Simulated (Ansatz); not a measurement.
# TaIn: relaxing a made-up structure, part 2 of 2

This structure for TaIn is made up. Its elements were placed in a known structure type with a cell scaled to their sizes. What cell does the guess relax to, and how far off was it?

Ansatz 0.2.0; DFT, r2SCAN, plane-wave PAW, files of the set soft_1, scalar-relativistic, no spin, cell and ions relaxed at zero pressure; PAW set soft_1 (the session's first sound run).

So far: The structure; Relaxing cell and atoms. The relaxed cell has a = 3.042, c = 14.762 Å (conventional setting).

## (3) Electronic structure of the relaxed cell

With the geometry fixed, one more self-consistent run, with a narrower smearing and the mesh shown in its input, gives the bands, and its pressure, and its forces where symmetry allows any, show how far the geometry depends on these settings.

This step: DFT, r2SCAN, plane-wave PAW, files of the set soft_1, scalar-relativistic, no spin, bands and density of states at the relaxed cell; PAW set soft_1 (Ansatz 0.2.0).

The input, input.yaml:

```yaml
crystal:
  lattice:
    - [1.5210338279, 0.8781692898, 4.9205946611]
    - [-1.5210338279, 0.8781692898, 4.9205946611]
    - [0.0, -1.7563385801, 4.9205946611]
  atoms:
    - { symbol: Ta, position: [0.5, 0.5, 0.5] }
    - { symbol: In, position: [0.0, 0.0, 0.0] }
kpoints:
  mp_grid: { grid: [12, 12, 12] }
  band_path:
    path:
      - [[0.0, 0.0, 0.0], [0.5, 0.0, 0.0], [0.5, 0.18790058, -0.18790058]]
      - [[0.81209942, 0.5, 0.18790058], [0.5, 0.5, 0.5], [0.0, 0.0, 0.0], [0.34395029, 0.0, -0.34395029]]
      - [[0.65604971, 0.34395029, 0.0], [0.5, 0.5, 0.0], [0.65604971, 0.65604971, 0.18790058], [0.5, 0.5, 0.5]]
      - [[0.5, 0.0, 0.0], [0.81209942, 0.34395029, 0.34395029]]
    npoints: 8
scf:
  occupations: { method: fermi_dirac, width: 0.03 }
  n_extra_bands: 6
hamiltonian:
  xc: r2scan
  pseudopotentials: { kind: paw, azcp: { folder: soft_1 } }
output:
  forces: true
  stress: true
  write_bands: true
  dos: { projected: true }
  write_density: true
  write_potential: true
  elf: true
  volumetric_format: npy
```

Run with:

```
$ ansatz run input.yaml --threads 4 --pin off --max-ram 8192MiB --backend cpu --events-out ev --progress --plain --runs-dir out
```

Numbers of over 12 decimals in the logs are rounded to 6 here.

What it wrote:

```text
[...]
Crystal: 2 atoms, lattice volume = 39.435 Å³
Basis set: ecut = 500 eV, 1031 PW (Γ), FFT grids on a1−a2, a2, −a2+a3, exchange–correlation on 96×160×96 points (64 copies of the dense FFT grid, shifted against one another)
Bands: 19, of which v1, the nominal top of the filled ones, is band 13 counted from 1 (12 counted from 0)
Symmetry: 12 space group operations
[...]
k-points: 189 of 1728
[...]
SCF iter   1: F=—  HF=-15557.156508 eV  |F-HF|=—  |Δ(HF+E_count)|=         —  Δρ=4.88e-2  dr2=2.88e0  dr2_τ=3.02e-2  ethr=3.10e-3  ⟨swp⟩=6.0  Hψ=16000  notcnv=0
[...]
SCF iter   7: F=-15556.649707 eV  HF=-15556.649707 eV  |F-HF|=4.18e-8  |Δ(HF+E_count)|=   1.33e-6  Δρ=1.86e-5  dr2=8.62e-8  dr2_τ=1.19e-8  ethr=3.85e-10  ⟨swp⟩=12.5  Hψ=25518  notcnv=0
SCF 1 converged in 7 iterations: F = -15556.649707 eV  dr2 = 8.62e-8
[...]
NSCF: frozen V_eff on 76 k-points
SCF converged after 7 iterations
Free energy (F): -15556.649707 eV
[...]
Internal energy: -15556.646410 eV  (E = F + TS)
E sigma→0 (E₀):  -15556.648059 eV
Entropy (-TS):   -0.003296 eV (-1.648 meV/atom)
Fermi energy:    15.829423 eV
[...]
--- Stress (GPa, compression-positive) ---
        0.095560      -0.000000      -0.000000
       -0.000000       0.095560      -0.000000
       -0.000000      -0.000000       0.418960
  P = ⅓ Tr σ = 0.2034 GPa (2.034 kbar)
--- Band table (eV; the first three rows and the last of 189) ---
  k-point 0: bands = [... 9 lower, 5.0694, 11.6566, 13.2039, 16.6558, 16.6558, 19.2148, 19.2148, 20.1719, ... 2 higher]
  k-point 1: bands = [... 9 lower, 5.2598, 11.8478, 13.2332, 16.3961, 16.8729, 19.0779, 19.1691, 20.2021, ... 2 higher]
  k-point 2: bands = [... 9 lower, 5.8269, 12.2954, 13.3735, 15.8158, 17.5074, 18.7200, 18.9226, 20.4252, ... 2 higher]
  k-point 188: bands = [... 9 lower, 6.4241, 8.4597, 13.8861, 16.5449, 16.5449, 19.0472, 19.0472, 23.6203, ... 2 higher]
```

Run time: 13 s. Hardware: 4 threads of Arm Neoverse N1, shared host; peak memory 0.53 GiB; 49 s of CPU time.

In the SCF lines HF is the Harris–Foulkes energy and dr2 the Hartree energy of the density residual, in eV; the loop may stop once dr2 is under the threshold and the program's other checks hold. Hψ counts applications of the Hamiltonian.

Numbers from this step:

```
free energy             : -15556.6497 eV
energy at zero smearing : -15556.6481 eV
smearing term TS        : 0.003296 eV
Fermi energy            : 15.83 eV
pressure                : 0.2034 GPa
```

From bands.tsv, the bands that come nearest the Fermi level along the path, at its corners, in eV from the Fermi level:

| point | band 10 | band 11 | band 12 | band 13 | band 14 | band 15 | band 16 | band 17 |
| --- | --- | --- | --- | --- | --- | --- | --- | --- |
| Γ | -10.76 | -4.17 | -2.63 | 0.83 | 0.83 | 3.39 | 3.39 | 4.34 |
| L | -5.11 | -3.62 | -3.53 | -1.81 | 1.59 | 3.26 | 4.44 | 5.66 |
| B1 | -3.80 | -2.21 | -2.17 | -1.54 | -0.02 | 0.81 | 3.21 | 3.94 |
| B | -3.80 | -2.21 | -2.17 | -1.54 | -0.02 | 0.81 | 3.21 | 3.94 |
| Z | -9.41 | -7.37 | -1.94 | 0.72 | 0.72 | 3.22 | 3.22 | 7.79 |
| Γ | -10.76 | -4.17 | -2.63 | 0.83 | 0.83 | 3.39 | 3.39 | 4.34 |
| X | -3.60 | -2.31 | -2.17 | -1.59 | -0.37 | 1.25 | 2.80 | 4.66 |
| Q | -3.60 | -2.31 | -2.17 | -1.59 | -0.37 | 1.25 | 2.80 | 4.66 |
| F | -5.12 | -3.46 | -2.99 | -0.05 | 0.03 | 2.41 | 4.21 | 5.67 |
| P1 | -5.12 | -4.03 | -2.50 | -0.74 | 0.51 | 2.16 | 4.56 | 5.55 |
| Z | -9.41 | -7.37 | -1.94 | 0.72 | 0.72 | 3.22 | 3.22 | 7.79 |
| L | -5.11 | -3.62 | -3.53 | -1.81 | 1.59 | 3.26 | 4.44 | 5.66 |
| P | -5.12 | -4.03 | -2.50 | -0.74 | 0.51 | 2.16 | 4.56 | 5.55 |

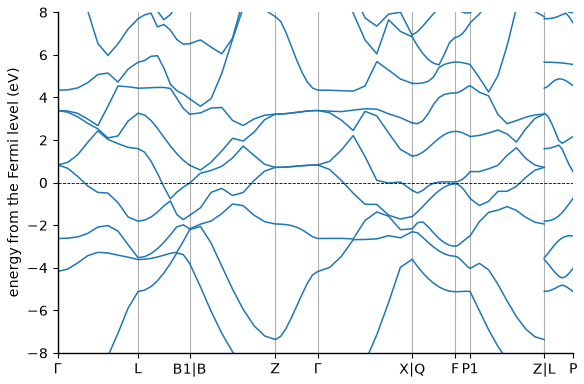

Bands along the path. 9 bands lie wholly below the window drawn.

Counts of states for the cell as run, both spins, by energy window (eV from the Fermi level):

| from | to | total |
| --- | --- | --- |
| -8 | -7 | 0.32 |
| -7 | -6 | 0.40 |
| -6 | -5 | 0.58 |
| -5 | -4 | 0.56 |
| -4 | -3 | 0.96 |
| -3 | -2 | 1.35 |
| -2 | -1 | 1.77 |
| -1 | 0 | 1.41 |
| 0 | 1 | 1.11 |
| 1 | 2 | 1.57 |
| 2 | 3 | 1.58 |
| 3 | 4 | 1.28 |
| 4 | 5 | 1.10 |
| 5 | 6 | 1.06 |

Below -8 eV lie 18.6 more states.

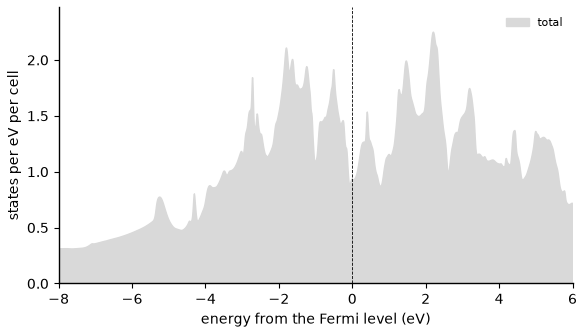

Total density of states, smoothed over about 0.04 eV.

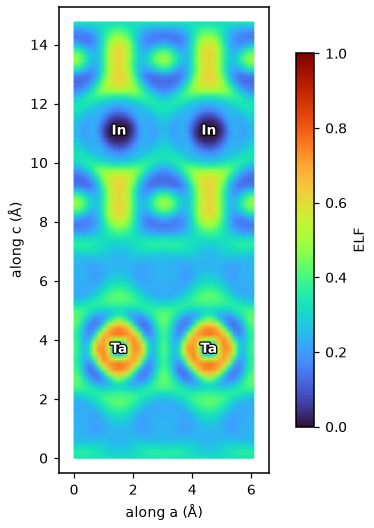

ELF in the ac plane of the conventional cell at fractional y = 0.000, with atoms of Ta and In within 0.2 Å of it. It is the smooth field of the valence electrons, not physical close to the nuclei. The map starts off the cell's origin, so that atoms lie inside it.

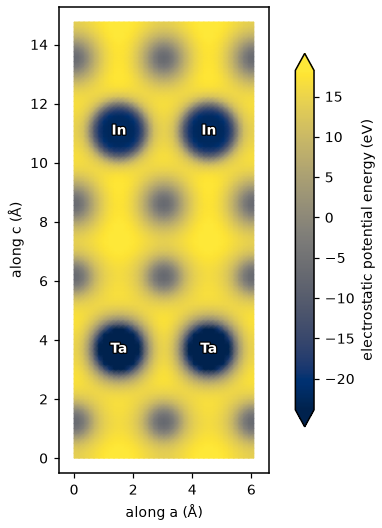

Electrostatic potential energy in the ac plane of the conventional cell at fractional y = 0.000, with atoms of Ta and In within 0.2 Å of it. With pseudopotentials it is smooth inside the atoms' cores, unlike the true potential. The map starts off the cell's origin, so that atoms lie inside it.

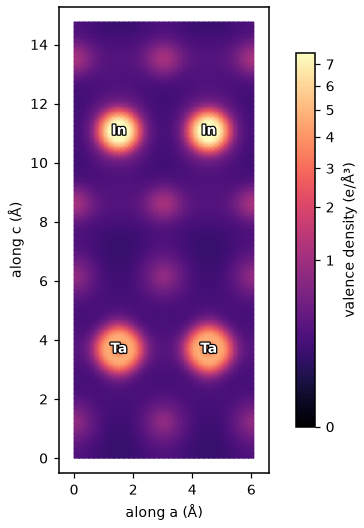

Valence density in the ac plane of the conventional cell at fractional y = 0.000, with atoms of Ta and In within 0.2 Å of it. It is the smooth field of the valence electrons, not physical close to the nuclei. The map starts off the cell's origin, so that atoms lie inside it. The colour scale is stretched toward low values.

## (4) Outcome

- space group, relaxed: R-3m
- conventional cell: a = 3.042, b = 3.042, c = 14.762 Å; α = 90.0°, β = 90.0°, γ = 120.0°
- volume per atom: 19.72 Å³ (guess 21.02)

In words: TaIn relaxes to R-3m with a = 3.042, b = 3.042 and c = 14.762 Å. The guessed volume was 7 % too large. The space group R-3m was held in the relaxation, so the end point is a stationary structure within it and may be a saddle against distortions or other arrangements. Bands cross the Fermi level, so it is a metal or semimetal at this level. On the 12×12×12 mesh with the narrower smearing (relaxed on 10×10×10) the forces vanish, as symmetry may demand, and the largest stress component is 0.419 GPa, against the relaxation's thresholds of 0.015 eV/Å and 0.05 GPa. The cutoff wasn't tested. Spin-orbit coupling is left out, which can matter for elements this heavy. No dispersion term is used, so weakly bound directions may come out too long. The runs have no spin, and magnetism wasn't tested. Nothing here tests whether the compound is stable against decomposition.

[Logs are printed without paths, hosts, clocks, repeated set-up lines and the standing remarks that a program may print on its own settings, such as how far it seeks lower states.]

[Hosts, paths, dates, database ids (printed as entryN), source tags and the programs' standing remarks are cut or masked in the printed files.]
